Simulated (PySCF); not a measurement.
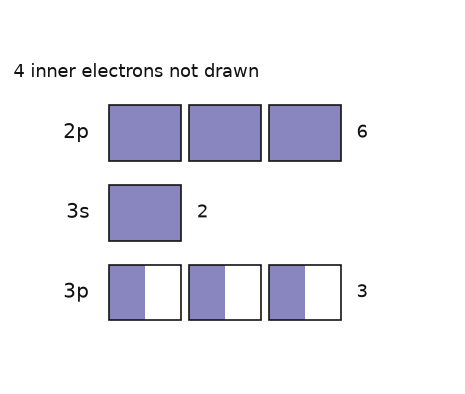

**Figure 1.** The outer shells of the nominal configuration: a box for each of the 2l + 1 orbitals, shaded by the share of the shell that is filled, with the electron count at the right.

**Cl²⁺: atomic calculation**

System: Cl²⁺, configuration 1s2 2s2 2p6 3s2 3p3, multiplicity 4.
Method: unrestricted r2SCAN0, x2c-TZVPPall plus 1 even-tempered diffuse shell per l, spin-free X2C-1e, Gaussian nucleus (PySCF).

Input file:
```python
from pyscf import gto, scf, dft, mp, cc
import basis_set_exchange as bse
mol = gto.M(atom="Cl 0 0 0", charge=2, spin=3, symmetry="D2h",
            basis=gto.basis.parse(bse.get_basis("x2c-TZVPPall", elements=["Cl"], fmt="nwchem", augment_diffuse=1)),
            nucmod="G")
mf = dft.UKS(mol, xc="HYB_MGGA_XC_R2SCAN0").sfx2c1e()
mf.irrep_nelec = {'Ag': (3, 3), 'B1u': (2, 1), 'B2u': (2, 1), 'B3u': (2, 1)}
mf.kernel()
```

The script is an equivalent of what the driver set up; the driver started from orbitals of its own, so the log can be shorter than this script's would be, and it computed the properties (radii, ⟨L²⟩, response) afterwards. It held the occupations shell by shell, which the script's counts by irreducible representation don't always enforce.

The program's output (extracts):
```
damping factor = 0
level_shift factor = 0
DIIS = <class 'pyscf.scf.diis.CDIIS'>
diis_start_cycle = 1
diis_space = 10
diis_damp = 0
SCF conv_tol = 1e-09
SCF conv_tol_grad = None
number electrons alpha = 9  beta = 6
XC functionals = HYB_MGGA_XC_R2SCAN0
    M. Bursch, H. Neugebauer, S. Ehlert, and S. Grimme.,  J. Chem. Phys. 156, 134105 (2022)
cycle= 1 E= -460.18372145718  delta_E= -0.00192  |g|= 0.0052  |ddm|= 0.0496
cycle= 2 E= -460.183724743249  delta_E= -3.29e-06  |g|= 0.000984  |ddm|= 0.0053
cycle= 3 E= -460.183724849099  delta_E= -1.06e-07  |g|= 0.000238  |ddm|= 0.00066
cycle= 4 E= -460.183724854241  delta_E= -5.14e-09  |g|= 1.27e-05  |ddm|= 0.000108
cycle= 5 E= -460.183724854355  delta_E= -1.14e-10  |g|= 2.12e-06  |ddm|= 2.58e-05
converged SCF energy = -460.183724854355  <S^2> = 3.7504682  2S+1 = 4.0002341
```

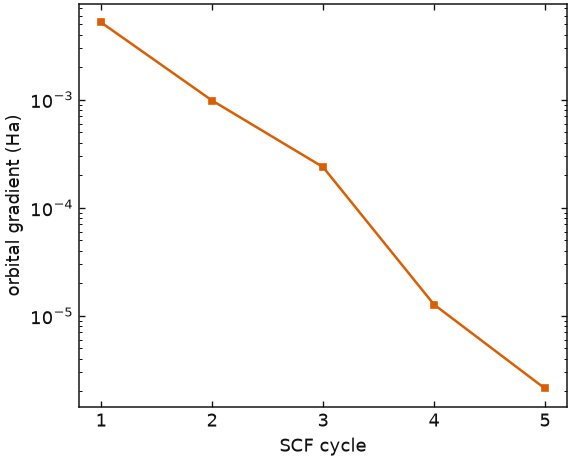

**Figure 2.** Convergence: orbital gradient against the SCF cycle. The residual falls at every step. It goes from 0.0052 to 2.1×10⁻⁶ in 5 steps.

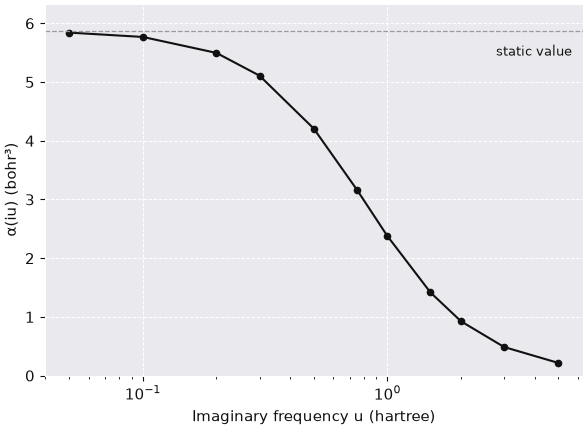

**Figure 3.** Dipole polarisability at imaginary frequency of Cl²⁺ ([Ne] 3s² 3p³). Coupled response at the r2SCAN0 level; PySCF, x2c-TZVPPall plus 1 diffuse shell for each l, spin-free X2C-1e, unrestricted single determinants, no spin-orbit coupling. The static dipole polarisability is 5.87 bohr³; α(iu) falls to half of it near u = 0.82 hartree. The Casimir–Polder integral gives C₆ = 21.3 hartree bohr⁶ for two such species.

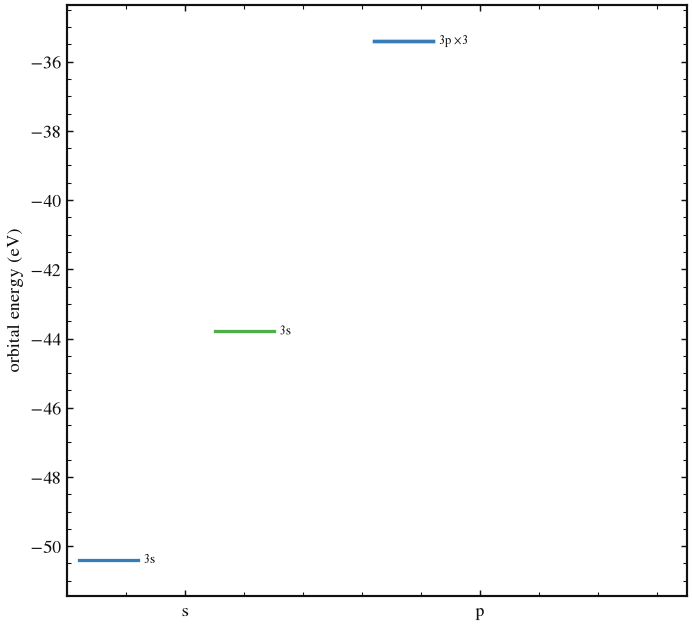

**Figure 4.** Orbital energies of the mean field, from the top down to −50.4 eV, by angular momentum, α spin at the left of each column and β at the right; ×n counts the orbitals under one label. The highest filled orbital is 3p α at −35.4 eV, the lowest empty one p β at −27.2 eV.

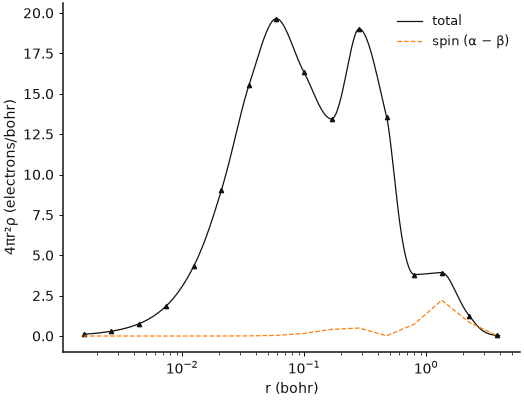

**Figure 5.** Spherically averaged radial density 4πr²ρ of the mean field and its spin part; markers are the stored points, which are sparse, and the line is a monotone interpolation between them. The largest stored value is 19.6 electrons/bohr at r = 0.059 bohr. Root-mean-square radii of the shells: 1s 0.105, 2p 0.452, 2s 0.481, 3s 1.55, 3p 1.71 bohr.

Summary:

```tsv
quantity	value
outcome	converged
total energy	−460.183725 hartree
⟨S²⟩	3.750
static polarisability	5.87 bohr³
C₆ of the like pair	21.3 hartree bohr⁶
SCF iterations	5
hardware	1 CPU thread, shared host
CPU time	3.1 s (integrals apart)
```
